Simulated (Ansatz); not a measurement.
Start from InSb in the zinc blende structure (space group F-43m, No. 216; a = 6.4497 Å).

Perturbation: a hydrostatic pressure of 9 GPa.

All numbers come from plane-wave PAW DFT at the LDA level (Ansatz, a program for electronic structure, 420 eV), without spin-orbit coupling.

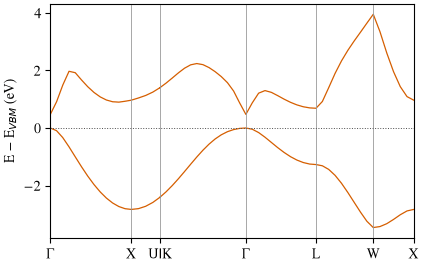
Figure: Highest valence and lowest conduction band along the path of the changed cell's own zone

Problem. From the figure, how large is the changed gap, and is it direct?

Solution. About 0.5 eV, direct at Γ.

With Sb present, leaving out spin-orbit coupling can change the band edges. Load acts through the strain it causes; cell and atoms are relaxed under it. No phonon test of stability was made. Tetrahedral semiconductors of this kind turn to denser phases somewhere between about 1 and 50 GPa; those were not computed, so compressed cells here can lie past the real transition. The final runs are not spin-polarised.
